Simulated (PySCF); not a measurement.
C3H9FSi2 (SMILES FC/C([SiH3])=C\[SiH3])

The calculation's input:

```
{"job": {"kind": "uv", "xc": "PBE0", "basis": "def2-SVPD", "nstates": 8, "ntriplets": 3}, "charge": 0, "multiplicity": 1}
F     -1.467475     2.046328    -0.371396
C     -0.269817     1.411400    -0.130614
C     -0.451217    -0.072583    -0.080572
Si    -2.219591    -0.679490    -0.391715
C      0.587550    -0.872522     0.164677
Si     2.362489    -0.328506     0.470702
H      0.107918     1.807926     0.819048
H      0.408876     1.709924    -0.938279
H     -3.102563    -0.118997     0.629486
H     -2.188730    -2.141553    -0.297599
H     -2.635994    -0.258117    -1.728778
H      0.390291    -1.937184     0.185620
H      2.869070     0.400898    -0.696693
H      3.180729    -1.517874     0.706428
H      2.424053     0.558339     1.637773
```

Run with:

```sh
OMP_NUM_THREADS=1 python probes_run.py task.json out
```

Geometry: GFN2-xTB.

The calculation used PySCF 2.14.0, PBE0/def2-SVPD, SCF density, gas phase.

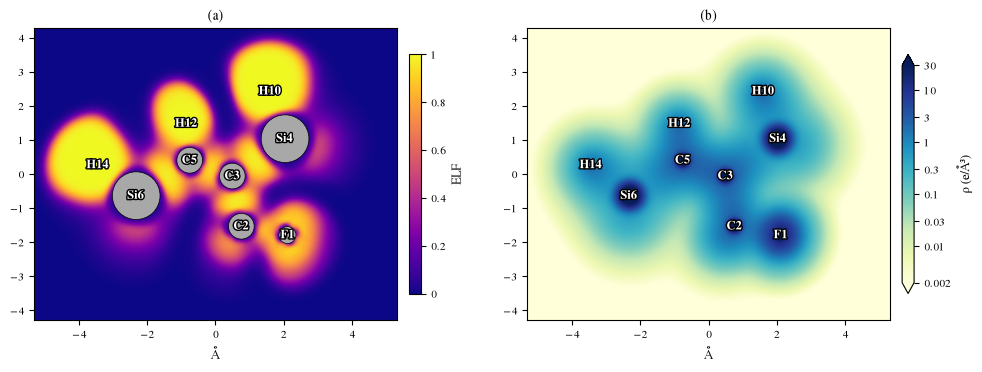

Figure 1. (a) ELF; (b) electron density on the plane of atoms F1, C2 and C3. Grey discs cover the atomic cores in the ELF map.

Question: Describe what can be read from this map.

Answer:
- The section cuts through F, C, Si and H sites.
- C–C (1.33 Å): the density is about 2.3 e/Å³ at the midpoint; the ELF peaks at about 0.90 between the atoms; a multiple bond.
- C–F (1.38 Å): the density is about 2.1 e/Å³ at the midpoint, with its minimum of 1.6 e/Å³ about 0.5 Å from C; the ELF peaks at about 0.85 between the atoms; a shared but strongly polarised pair.
- C–Si (1.88 Å): the density is about 0.94 e/Å³ at the midpoint; the ELF peaks at about 0.95 between the atoms; localised, covalent bonding.
- C–H (1.08 Å): ρ is about 2 e/Å³ halfway; the ELF climbs to about 1 towards the hydrogen, as it does in any bond to H; an ordinary covalent bond to hydrogen.
- C–C (1.50 Å): ρ at the midpoint is about 1.8 e/Å³; the ELF peaks at about 0.95 between the atoms; localised, covalent bonding.
- The ELF also peaks beside F1, away from the bonds: lone-pair regions.

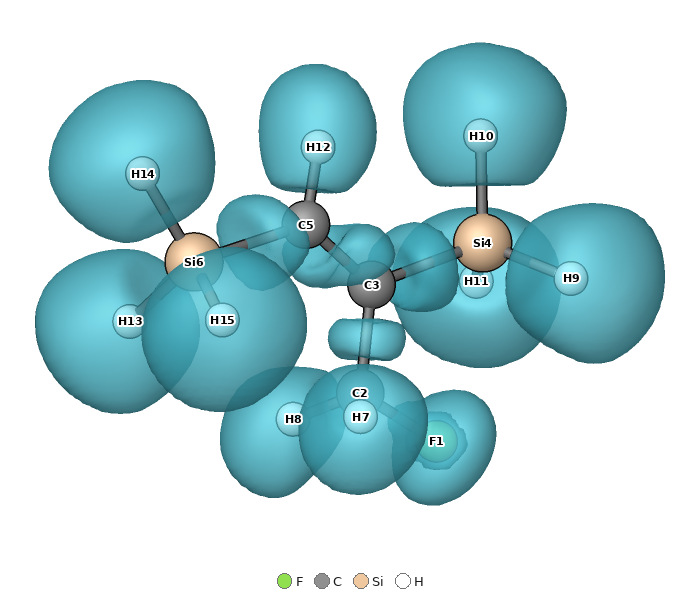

Figure 2. Isosurface of the electron localisation function at 0.75 (cyan), seen at a tilt. Only the valence region is drawn (cores and ρ < 0.01 e/Å³ removed).

Question: Identify the bonds, lone pairs and shells in this picture.

Answer: The surface consists of two regions between bonded C–C atoms (shared pairs), two regions between bonded C–Si atoms (shared pairs), nine regions around hydrogen nuclei and one region on F in which the atom's valence shell and bonds are merged.

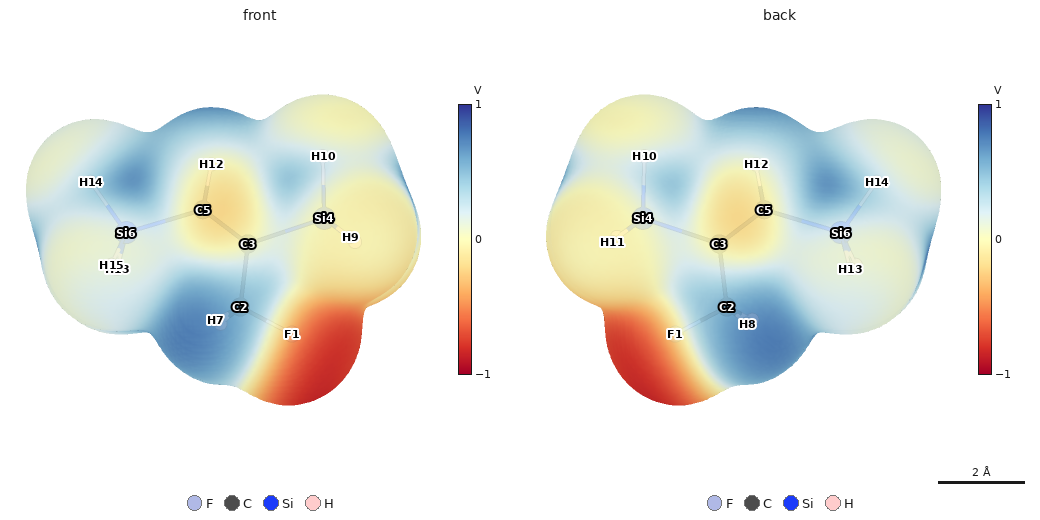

Figure 3. The electrostatic potential painted on the density surface at 0.001 e/bohr³, seen from the front and from behind; the colour scale runs from red (negative) to blue (positive).

Question: Where is the surface potential most negative and most positive?

Answer: The most negative region (about −0.8 V) lies over F1, the most positive (about +0.8 V) over Si6, H7 and H8.
